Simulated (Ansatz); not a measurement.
# One shape, several levels: SiH4 (SMILES [H][Si]([H])([H])[H])

Wanted: a comparison of 6 runs (B2PLYP/6-31G, BHLYP/6-31G, PBE0/3-21G, r2SCAN/6-31G, MP2/3-21G, UCCSD(T)/3-21G) of SiH4. 

The calculation is run with Ansatz 0.2.0.

51 further runs of the same task are left out: 51 set aside as unsound or not needed.

## Step 1: The system as given

The species is SiH4 (5 atoms), meant as a singlet with charge 0. As SMILES, `[H][Si]([H])([H])[H]`. The H4–Si1 distance was set to 2.922 Å, away from the relaxed value. At this shape a bond of the SMILES string is far longer than usual.

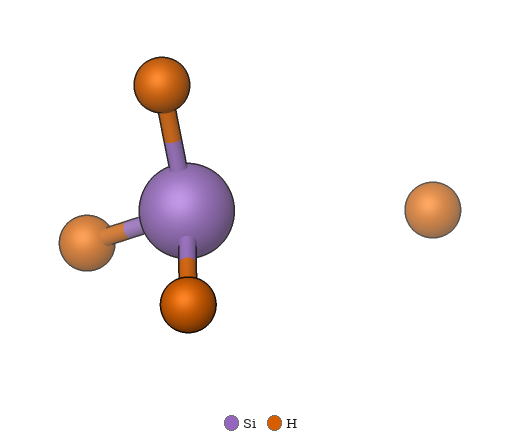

Viewed from a chosen angle; silicon purple, hydrogen orange.

## Step 2: A single-point energy at B2PLYP/6-31G (run 1)

The input, input.yaml:

```yaml
crystal:
  periodic: [false, false, false]
  atoms:
    - {symbol: Si, position_ang: [0.696716, -1.196807, 0.465911]}
    - {symbol: H, position_ang: [0.707956, -1.216197, 1.926701]}
    - {symbol: H, position_ang: [2.070106, -1.185507, -0.031939]}
    - {symbol: H, position_ang: [-0.696580, 1.196700, -0.465720]}
    - {symbol: H, position_ang: [0.008426, -2.385257, -0.031669]}
basis:
  gaussian: {orbitals: 6-31G}
hamiltonian: {xc: {name: B2PLYP}}
correlation: {frozen_orbitals: {H: 0, Si: 5}}
accuracy: high
```

Launch:

```bash
$ ansatz run input.yaml --threads 1 --pin off --max-ram 2610MiB --events-out events.jsonl --progress --plain --runs-dir runs
```

Standard output:

```text
Warning: RAYON_NUM_THREADS=1 ignored (pool sized by the plan → 1); use --threads N
Functional definition: B2PLYP
  name "B2PLYP"
  parameter a = 0.53
  parameter c = 0.27
  exchange = (1 - a)*b88_x + a*exact_x
  correlation = (1 - c)*lyp_c + c*(mp2_os + mp2_ss)
477 factors; integrals over basis functions are off by at most 2.6e-9 eV
mean field evaluation 1: about -7931.7881 eV, gradient 4.6e0 eV
mean field evaluation 2: about -7931.7840 eV, gradient 4.6e0 eV
mean field evaluation 4: about -7931.8999 eV, gradient 1.1e0 eV
mean field evaluation 8: about -7931.9084 eV, gradient 7.1e-4 eV
mean field -7931.90842337 eV, -291.4922581184 hartree, gradient 5.6e-8 eV, S^2 0.000000; 0 other end points of the search recorded, 0 dependent functions left out; unrestricted orbitals would lower it
5 core orbitals not correlated: weight in the atoms' cores, before any rotation towards them, 1.000 or more for the frozen orbitals, at most 0.000 for the correlated occupied ones
reference -7931.90844532 eV, -291.4922589250 hartree; 4, 4 occupied and 12, 12 virtual orbitals, 477 factors
second order -3.18645320 eV of doubles, -0.00000000 eV of singles
Total energy: -7932.76878769 eV, -291.5238759237 hartree
```

Run time: 0.89 s. Hardware: 1 thread of Intel Xeon Platinum 8488C (Sapphire Rapids), shared host.

## Step 3: The energy at BHLYP/6-31G (run 2)

The input, in.yaml:

```yaml
basis:
  gaussian:
    orbitals: 6-31G
crystal:
  periodic: [false, false, false]
  atoms:
    - {symbol: Si, position_ang: [0.696716, -1.196807, 0.465911]}
    - {symbol: H, position_ang: [0.707956, -1.216197, 1.926701]}
    - {symbol: H, position_ang: [2.070106, -1.185507, -0.031939]}
    - {symbol: H, position_ang: [-0.696580, 1.196700, -0.465720]}
    - {symbol: H, position_ang: [0.008426, -2.385257, -0.031669]}
hamiltonian:
  xc: {name: BHLYP}
accuracy: high
```

Launch:

```bash
$ ansatz run in.yaml --threads 1 --pin off --max-ram 2610MiB --events-out events.jsonl --progress --plain --runs-dir runs
```

Standard output:

```text
Warning: RAYON_NUM_THREADS=1 ignored (pool sized by the plan → 1); use --threads N
Functional definition: BHLYP
  name "BHLYP"
  parameter a = 0.5
[... 1 set-up line as earlier in the session ...]
  correlation = lyp_c
477 factors; integrals over basis functions are off by at most 2.6e-9 eV
mean field evaluation 1: about -7936.5317 eV, gradient 4.1e0 eV
mean field evaluation 2: about -7936.5514 eV, gradient 3.3e0 eV
mean field evaluation 4: about -7936.6295 eV, gradient 3.2e-2 eV
mean field evaluation 8: about -7936.6243 eV, gradient 1.6e-4 eV
mean field -7936.62427909 eV, -291.6655626195 hartree, gradient 1.7e-8 eV, S^2 0.000000; 0 other end points of the search recorded, 0 dependent functions left out
reference -7936.62430252 eV, -291.6655634806 hartree; 9, 9 occupied and 12, 12 virtual orbitals, 477 factors
Total energy: -7936.62430252 eV, -291.6655634806 hartree
```

It took 0.6 s on 1 thread of Intel Xeon Platinum 8488C (Sapphire Rapids), shared host.

Runs 3 to 4 aren't shown in full; the table further down has their settings and results.

## Step 4: The energy at MP2/3-21G (run 5)

The input, molecule.yaml:

```yaml
basis:
  gaussian:
    orbitals: 3-21G.json
crystal:
  periodic: [false, false, false]
  atoms:
    - {symbol: Si, position_ang: [0.696716, -1.196807, 0.465911]}
    - {symbol: H, position_ang: [0.707956, -1.216197, 1.926701]}
    - {symbol: H, position_ang: [2.070106, -1.185507, -0.031939]}
    - {symbol: H, position_ang: [-0.696580, 1.196700, -0.465720]}
    - {symbol: H, position_ang: [0.008426, -2.385257, -0.031669]}
magnetization:
  spin_polarized: false
  initial_magnetization: 0
correlation:
  method: mp2
  frozen_orbitals: {H: 0, Si: 5}
accuracy: high
```

The basis set 3-21G is read from a file made from the Basis Set Exchange's data (not shown).

Launch:

```bash
$ ansatz run molecule.yaml --threads 1 --pin off --max-ram 2610MiB --events-out events.jsonl --progress --plain --runs-dir runs
```

Standard output (excerpt; [...] marks lines left out):

```text
Warning: RAYON_NUM_THREADS=1 ignored (pool sized by the plan → 1); use --threads N
Functional definition: HF
  name "HF"
[...]
418 factors; integrals over basis functions are off by at most 4.2e-9 eV
[...]
mean field -7878.37124105 eV, -289.5248029567 hartree, gradient 1.2e-8 eV, S^2 0.000000; 0 other end points of the search recorded, 0 dependent functions left out; unrestricted orbitals would lower it
[...]
unrestricted determinant -7879.90792935 eV, -289.5812752100 hartree, S^2 0.8788
5 core orbitals not correlated: weight in the atoms' cores, before any rotation towards them, 1.000 or more for the frozen orbitals, at most 0.000 for the correlated occupied ones
reference -7878.37124105 eV, -289.5248029567 hartree; 4, 4 occupied and 12, 12 virtual orbitals, 418 factors
second order -2.31154313 eV of doubles, -0.00000000 eV of singles
Total energy: -7880.68278418 eV, -289.6097506000 hartree
```

Run time: 0.12 s. Hardware: 1 thread of Intel Xeon Platinum 8488C (Sapphire Rapids), shared host.

## Step 5: The energy at UCCSD(T)/3-21G (run 6)

Changes to input.yaml since step 2:

```diff
@@ -1 +1,4 @@
+basis:
+  gaussian:
+    orbitals: 3-21G.json
 crystal:
@@ -8,6 +11,9 @@
     - {symbol: H, position_ang: [0.008426, -2.385257, -0.031669]}
-basis:
-  gaussian: {orbitals: 6-31G}
-hamiltonian: {xc: {name: B2PLYP}}
-correlation: {frozen_orbitals: {H: 0, Si: 5}}
+magnetization:
+  spin_polarized: true
+correlation:
+  method: ccsd_t
+  frozen_orbitals: {H: 0, Si: 5}
 accuracy: high
+scf:
+  omitted_lower_state_checks: [cluster_reference, increment]
```

The basis set 3-21G is read from a file made from the Basis Set Exchange's data (not shown).

Launch:

```bash
$ ansatz run input.yaml --threads 1 --pin off --max-ram 2610MiB --events-out events.jsonl --progress --plain --runs-dir runs
```

Standard output:

```text
Warning: RAYON_NUM_THREADS=1 ignored (pool sized by the plan → 1); use --threads N
[... 13 lines left out ...]
5 core orbitals not correlated: weight in the atoms' cores, before any rotation towards them, 1.000 or more for the frozen orbitals, at most 0.000 for the correlated occupied ones
[... 33 lines left out ...]
Total energy: -7882.12704021 eV, -289.6628260300 hartree
Checks for a lower state left out: cluster_reference, increment
```

It took 0.28 s on 1 thread of Intel Xeon Platinum 8488C (Sapphire Rapids), shared host.

## Step 6: The series

```
run           level  frozen core orbitals  energy (Eh)  wall time
  1    B2PLYP/6-31G                     5  -291.523876     0.89 s
  2     BHLYP/6-31G                     –  -291.665563      0.6 s
  3      PBE0/3-21G                     –  -290.048247     0.58 s
  4    r2SCAN/6-31G                     –  -291.656395      1.3 s
  5       MP2/3-21G                     5  -289.609751     0.12 s
  6  UCCSD(T)/3-21G                     5  -289.662826     0.28 s
```

## Step 7: Results

| quantity | value |
| --- | --- |
| run 6: total energy | -289.66283 Eh |
| run 6: correlation energy (5 core orbitals frozen) | -81.6 mEh |
| run 6: (T) correction | -2.68 mEh |
| run 6: ⟨S²⟩ of the reference determinant | 0.879 |
| run 6: T1 diagnostic | 0.074 |

What this shows: Totals of different functionals can't be ranked against each other. In runs 1, 5 the log says that unrestricted orbitals would lower the reference, so the values rest on an unstable closed-shell determinant (other closed-shell runs at this shape may share the fault). In runs 1, 2, 3, 4, 5 a closed-shell determinant meets a far-stretched bond, which it describes badly. Spin contamination of the reference: run 6 ⟨S²⟩ = 0.88. Where it is this large, the reference is a mixture of spin states, and values that rest on it are in doubt. All runs together took 3.8 s, the longest 1.3 s.
